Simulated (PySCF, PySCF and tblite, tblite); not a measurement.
# C6H7N: telling isomers apart by computed NMR, part 2 of 2

PySCF and tblite. Atoms count from 0. Earlier steps stand in the parts before.

## (9) Averages, isomer B: properties at PBE0/pcSseg-1

What the job is given:

```
{"job": {"study": "conf", "smiles": "C=C/C=C(/C)C#N", "search": {"seed": 5704, "n_embed": 60, "ff_keep": 14, "window": 2.5, "nmax": 6, "temps": [250, 298.15, 350], "t_ref": 298.15, "order": 0.002}, "level": {"nmr": {"xc": "PBE0", "basis": "pcSseg-1"}, "j": {"xc": "B3LYP", "basis": {"default": "6-31G*", "H": "pcJ-1"}, "nuclei": ["H", "F", "P", "Si", "B"]}}, "kind": "conf"}, "charge": 0, "multiplicity": 1}
C     -2.668587    -0.675238    -0.022354
C     -1.580524     0.091574    -0.037156
C     -0.244494    -0.443109     0.014488
C      0.877105     0.301936     0.001457
C      2.261557    -0.268688     0.055911
C      0.808990     1.710677    -0.066913
N      0.781894     2.856905    -0.121677
H     -3.659242    -0.257669    -0.061645
H     -2.600660    -1.750013     0.029959
H     -1.667573     1.169098    -0.089797
H     -0.153831    -1.520897     0.067440
H      2.224653    -1.354174     0.106088
H      2.827570     0.028390    -0.827287
H      2.792462     0.110737     0.929321
```

Log:

```text
conformer  sym    E(xTB)   E(DFT)   G(298.15 K)  weight  dipole/D
    1     Cs      0.000    0.000    0.000   1.0000    4.030

mean shielding (ppm) by class
class atoms           250 K   298.15 K      350 K
  0 C  0             55.764     55.764     55.764
  1 C  1             43.895     43.895     43.895
  2 C  2             33.116     33.116     33.116
  3 C  3             70.274     70.274     70.274
  4 C  4             162.34     162.34     162.34
  5 C  5             64.393     64.393     64.393
  6 N  6            -60.278    -60.278    -60.278
  7 H  7             25.908     25.908     25.908
  8 H  8             25.919     25.919     25.919
  9 H  9             24.461     24.461     24.461
 10 H  10            24.931     24.931     24.931
 11 H  11,12,13      29.619     29.619     29.619
```

Run time: 32 s. Hardware: 1 thread of Arm Neoverse V1, shared host. This counts the runs that the step sums up.

The search (ETKDG, MMFF94s, GFN2-xTB) embedded 60 structures, kept 1 distinct ones after the force field and 1 after xTB; 1 was carried on (window 2.5 kcal/mol at the search's own energies). Energies: PBE0/pcSseg-1 with D3(BJ).

Conformer by conformer (298 K):

```csv
no.,group,mirror pair,ΔE xTB,ΔE DFT,ΔG,weight (%),μ (D),C0–C1–C2–C3 (°),"A, B, C (GHz)"
1,Cs,no,0.00,0.00,0.00,100.0,4.03,-180,"4.32, 1.81, 1.28"
```

Energies in kcal/mol. ΔG holds xTB vibrations and rotation, symmetry numbers and mirror pairs.

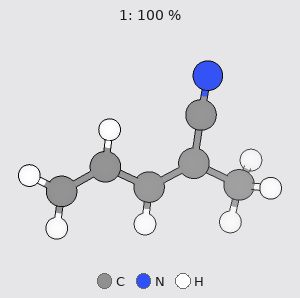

The one conformer.

Shifts against references run at the same level (¹³C TMS 186.9, ¹⁵N NH3 267.7, ¹H TMS 31.72 ppm of shielding), by class of atoms, at 298 K:

```csv
atoms,environment,average
C2,alkene CH,153.8
C1,alkene CH,143.0
C0,terminal =CH2 carbon,131.2
C5,nitrile carbon,122.5
C3,fully substituted alkene carbon,116.7
C4,allylic methyl carbon,24.6
H9,hydrogen on an alkene CH,7.26
H10,hydrogen on an alkene CH,6.79
H7,hydrogen on a terminal =CH2 carbon,5.81
H8,hydrogen on a terminal =CH2 carbon,5.80
"H11, H12, H13",hydrogen on an allylic methyl carbon,2.10
N6,nitrile nitrogen,328.0
```

Couplings (Hz, B3LYP/6-31G*+pcJ-1; one pair named for each class), from conformers that hold 100 % of the weight:

```csv
pair,bonds,average
H11–H12,2,-16.3
H8–H9,3,16.5
H7–H9,3,11.5
H9–H10,3,10.5
H10–H11,4,-2.1
H7–H10,4,-1.6
H8–H10,4,-0.6
```

Effective distances for nuclear Overhauser effects, ⟨r⁻⁶⟩^(−1/6) over all pairs of two classes (Å): H7···H8 1.83; H7···H9 2.45; H8···H10 2.46; H10···H11 2.77; H8···H9 3.07; H9···H10 3.09; H7···H10 3.73.

## (10) Shieldings, isomer B, conformer 1: OPBE/def2-SVP

What the job is given:

```
{"job": {"xc": "OPBE", "basis": "def2-SVP", "kind": "nmr", "pop": false}, "charge": 0, "multiplicity": 1}
C     -2.668587    -0.675238    -0.022354
C     -1.580524     0.091574    -0.037156
C     -0.244494    -0.443109     0.014488
C      0.877105     0.301936     0.001457
C      2.261557    -0.268688     0.055911
C      0.808990     1.710677    -0.066913
N      0.781894     2.856905    -0.121677
H     -3.659242    -0.257669    -0.061645
H     -2.600660    -1.750013     0.029959
H     -1.667573     1.169098    -0.089797
H     -0.153831    -1.520897     0.067440
H      2.224653    -1.354174     0.106088
H      2.827570     0.028390    -0.827287
H      2.792462     0.110737     0.929321
```

Log:

```text
coarse grid: 11920 points
cycle   1  E = -287.1383458037  dE =  6.676e-01  |g| = 5.128e-01  |ddm| = 4.327e+00
cycle   2  E = -286.9382197031  dE =  2.001e-01  |g| = 1.058e+00  |ddm| = 1.503e+00
cycle   3  E = -287.1744114579  dE = -2.362e-01  |g| = 3.755e-01  |ddm| = 1.063e+00
cycle   4  E = -287.2093291002  dE = -3.492e-02  |g| = 4.587e-02  |ddm| = 3.738e-01
cycle   5  E = -287.2096227298  dE = -2.936e-04  |g| = 3.122e-02  |ddm| = 7.991e-02
cycle   6  E = -287.2098753895  dE = -2.527e-04  |g| = 1.065e-02  |ddm| = 4.032e-02
cycle   7  E = -287.2099038439  dE = -2.845e-05  |g| = 2.207e-03  |ddm| = 1.200e-02
cycle   8  E = -287.2099043705  dE = -5.266e-07  |g| = 1.620e-03  |ddm| = 3.954e-03
final grid: 115848 points
cycle   9  E = -287.2216277993  dE = -5.684e-05  |g| = 1.057e-02  |ddm| = 1.094e-01
cycle  10  E = -287.2215334650  dE =  9.433e-05  |g| = 2.012e-02  |ddm| = 3.473e-02
cycle  11  E = -287.2216467341  dE = -1.133e-04  |g| = 6.773e-03  |ddm| = 2.810e-02
cycle  12  E = -287.2216607507  dE = -1.402e-05  |g| = 6.343e-04  |ddm| = 7.508e-03
cycle  13  E = -287.2216607888  dE = -3.813e-08  |g| = 5.191e-04  |ddm| = 1.043e-03
cycle  14  E = -287.2216608487  dE = -5.986e-08  |g| = 1.462e-04  |ddm| = 5.413e-04
cycle  15  E = -287.2216608541  dE = -5.444e-09  |g| = 2.518e-05  |ddm| = 1.869e-04
cycle  16  E = -287.2216608542  dE = -8.640e-11  |g| = 1.836e-05  |ddm| = 4.434e-05
converged SCF energy = -287.2216608542

GIAO shielding tensors (ppm)
atom      isotropic    diamagn.    paramagn.     s11        s22        s33       span
  0 C       75.398     251.564    -176.166    -15.807     70.220    171.780    187.587
  1 C       65.437     254.642    -189.205    -33.936     59.562    170.684    204.620
  2 C       55.278     254.117    -198.840    -42.784     61.042    147.575    190.359
  3 C       88.556     265.262    -176.707     11.378     92.070    162.218    150.840
  4 C      171.897     242.571     -70.674    160.309    160.968    194.413     34.104
  5 C       85.212     272.386    -187.174    -17.051    -10.711    283.398    300.449
  6 N      -21.151     327.931    -349.082   -147.017   -135.368    218.932    365.950
  7 H       26.203      29.237      -3.034     23.896     25.658     29.056      5.160
  8 H       26.234      32.494      -6.261     23.175     25.791     29.735      6.559
  9 H       24.669      33.975      -9.306     21.424     23.023     29.559      8.135
 10 H       25.211      36.072     -10.862     21.566     24.305     29.762      8.196
 11 H       30.140      30.022       0.117     26.288     29.081     35.050      8.761
 12 H       29.734      26.954       2.780     26.109     28.051     35.044      8.935
 13 H       29.734      26.960       2.774     26.110     28.048     35.044      8.934
```

Run time: 18 s. Hardware: 1 thread of Arm Neoverse V1, shared host.

This run: HOMO -6.09 eV, LUMO -2.61 eV; dipole 3.77 D.

## (11) Averages, isomer B: properties at OPBE/def2-SVP

What the job is given:

```
{"job": {"study": "conf", "smiles": "C=C/C=C(/C)C#N", "search": {"seed": 5704, "n_embed": 60, "ff_keep": 14, "window": 2.5, "nmax": 6, "temps": [250, 298.15, 350], "t_ref": 298.15, "order": 0.002}, "level": {"nmr": {"xc": "OPBE", "basis": "def2-SVP"}, "change": "OPBE/def2-SVP"}, "kind": "conf"}, "charge": 0, "multiplicity": 1}
C     -2.668587    -0.675238    -0.022354
C     -1.580524     0.091574    -0.037156
C     -0.244494    -0.443109     0.014488
C      0.877105     0.301936     0.001457
C      2.261557    -0.268688     0.055911
C      0.808990     1.710677    -0.066913
N      0.781894     2.856905    -0.121677
H     -3.659242    -0.257669    -0.061645
H     -2.600660    -1.750013     0.029959
H     -1.667573     1.169098    -0.089797
H     -0.153831    -1.520897     0.067440
H      2.224653    -1.354174     0.106088
H      2.827570     0.028390    -0.827287
H      2.792462     0.110737     0.929321
```

Log:

```text
conformer  sym    E(xTB)   E(DFT)   G(298.15 K)  weight  dipole/D
    1     Cs      0.000    0.000    0.000   1.0000    3.770

mean shielding (ppm) by class
class atoms           250 K   298.15 K      350 K
  0 C  0             75.398     75.398     75.398
  1 C  1             65.437     65.437     65.437
  2 C  2             55.278     55.278     55.278
  3 C  3             88.556     88.556     88.556
  4 C  4            171.897    171.897    171.897
  5 C  5             85.212     85.212     85.212
  6 N  6            -21.151    -21.151    -21.151
  7 H  7             26.203     26.203     26.203
  8 H  8             26.234     26.234     26.234
  9 H  9             24.669     24.669     24.669
 10 H  10            25.211     25.211     25.211
 11 H  11,12,13      29.869     29.869     29.869
```

Run time: 18 s. Hardware: 1 thread of Arm Neoverse V1, shared host. This counts the runs that the step sums up.

Against the first level, at 298 K (shifts, ppm; largest changes first):

```csv
atoms,PBE0/pcSseg-1,OPBE/def2-SVP,change
N6,328.0,290.6,-37.4
C2,153.8,140.2,-13.6
C1,143.0,130.0,-13.0
C5,122.5,110.2,-12.3
C0,131.2,120.0,-11.1
C3,116.7,106.9,-9.8
C4,24.6,23.5,-1.0
H8,5.80,5.54,-0.25
H7,5.81,5.57,-0.23
H10,6.79,6.57,-0.22
```

Weights: from PBE0/pcSseg-1 energies 1: 100 %; from OPBE/def2-SVP energies 1: 100 % (with a dispersion term where the level has one and the same thermal terms, so they don't follow from the SCF energies alone). Times: 32 s and 18 s.

## (12) Which isomer fits the signals?

What the job is given:

```
{"job": {"study": "set", "relation": "E/Z isomers", "members": [{"smiles": "[CH2:1]=[CH:2]/[CH:3]=[C:4](\\[CH3:5])[C:6]#[N:7]"}, {"smiles": "[CH2:1]=[CH:2]/[CH:3]=[C:4](/[CH3:5])[C:6]#[N:7]"}], "charge": 0, "search": {"seed": 5704, "n_embed": 60, "ff_keep": 14, "window": 2.5, "nmax": 6, "temps": [250, 298.15, 350], "t_ref": 298.15, "order": 0.002}, "level": {"nmr": {"xc": "PBE0", "basis": "pcSseg-1"}, "j": {"xc": "B3LYP", "basis": {"default": "6-31G*", "H": "pcJ-1"}, "nuclei": ["H", "F", "P", "Si", "B"]}}, "dp4": {"C": [2.5, 10], "H": [0.12, 10]}, "second_levels": [{"nmr": {"xc": "OPBE", "basis": "def2-SVP"}, "wide": true, "change": "OPBE/def2-SVP"}], "kind": "set"}, "charge": 0, "multiplicity": 1}
C     -1.367841    -1.400801    -1.832123
C     -0.919093    -0.453184    -1.011196
C      0.199370    -0.659992    -0.129942
C      0.718150     0.237588     0.731544
C      0.252991     1.642992     0.965444
C      1.815913    -0.162570     1.526038
N      2.709049    -0.477069     2.174588
H     -2.206406    -1.237605    -2.486407
H     -0.907627    -2.374415    -1.873384
H     -1.406911     0.511209    -0.991415
H      0.655937    -1.641577    -0.176636
H     -0.264818     1.705894     1.923633
H      1.109220     2.315376     1.008871
H     -0.419322     1.978488     0.181918
```

Log:

```text
isomer  G rel   conformers  SMILES
A     0.601      1   C=C/C=C(\C)C#N
B     0.000      1   C=C/C=C(/C)C#N

signals of isomer B at the second level: probabilities [1e-05, 0.99999]
```

It took 92 s on 1 thread of Arm Neoverse V1, shared host. This counts the whole study up to here.

The 2 candidates (E/Z isomers), with energies and dipoles from their ensembles above, at 298 K; shieldings at PBE0/pcSseg-1:

```csv
isomer,SMILES,conformers,ΔE,ΔG,μ rms (D)
A,C=C/C=C(\C)C#N,1,1.19,0.60,4.48
B,C=C/C=C(/C)C#N,1,0.00,0.00,4.03
```

Energies in kcal/mol.

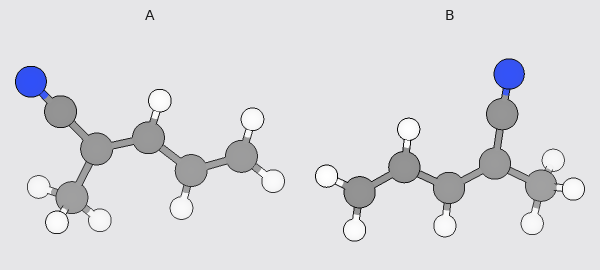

The leading conformer of each candidate.

The signals of isomer B, computed at a second level (OPBE/def2-SVP), stand in for a spectrum. The test takes 6 C values, 5 H values (hydrogens on carbon alone). Each candidate's shieldings are matched to them by assigned atoms (like hydrogens of one group may swap) by a straight-line fit, or by a shift alone where signals are few or close (slope 1; a small slope inflates the errors), and the errors are weighed by Student-t tails (C: width 2.5 ppm, H: width 0.12 ppm).

```csv
candidate,C slope,C mean error,C largest,H slope,H mean error,H largest,P(C),P(H),P(all)
A,1.16,2.3,5.4,0.99,0.15,0.30,0.5,0.1,0.0
B,1.11,0.5,1.4,1.00,0.03,0.06,99.5,99.9,100.0
```

Errors in ppm, probabilities in per cent.

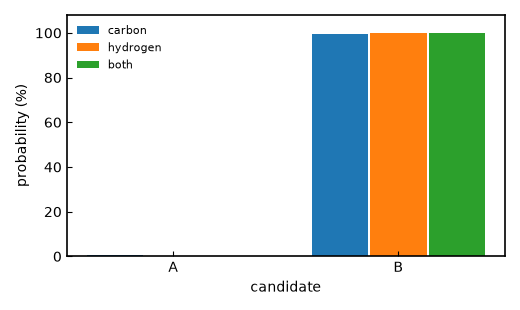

Probabilities for the signals of isomer B.

## (13) What came out

What follows sums up all 2 parts.

| quantity | value |
| --- | --- |
| conformers, isomer A | 1; the first in weight is no. 1 (C1), 100 % at 298 K |
| root-mean-square dipole, isomer A | 4.48 D |
| averaged ¹³C shifts, isomer A (PBE0/pcSseg-1) | 152.3, 138.8, 132.8, 126.2, 116.1, 18.1 ppm |
| averaged ¹H shifts, isomer A (PBE0/pcSseg-1) | 6.98, 6.92, 5.88, 5.84, 2.07 ppm |
| conformers, isomer B | 1; the first in weight is no. 1 (Cs), 100 % at 298 K |
| root-mean-square dipole, isomer B | 4.03 D |
| averaged ¹³C shifts, isomer B (PBE0/pcSseg-1) | 153.8, 143.0, 131.2, 122.5, 116.7, 24.6 ppm |
| averaged ¹H shifts, isomer B (PBE0/pcSseg-1) | 7.26, 6.79, 5.81, 5.80, 2.10 ppm |
| lowest in free energy | isomer B |
| signals of B (OPBE/def2-SVP) | best fit B, 100 % |

**Reading.** The search found one conformer for isomer A in the window, so the averages are its own values. Conformer 1 of isomer A (100 % of the weight) has an imaginary mode: no true minimum, yet counted in the averages. The search found one conformer for isomer B in the window, so the averages are its own values. Going from PBE0/pcSseg-1 to OPBE/def2-SVP moves N6 of isomer B most, by 37.4 ppm. The test names the right isomer, B, with 100 %. The stand-in spectrum is computed, so it shares geometries and errors with the candidates; a measured one would test harder.
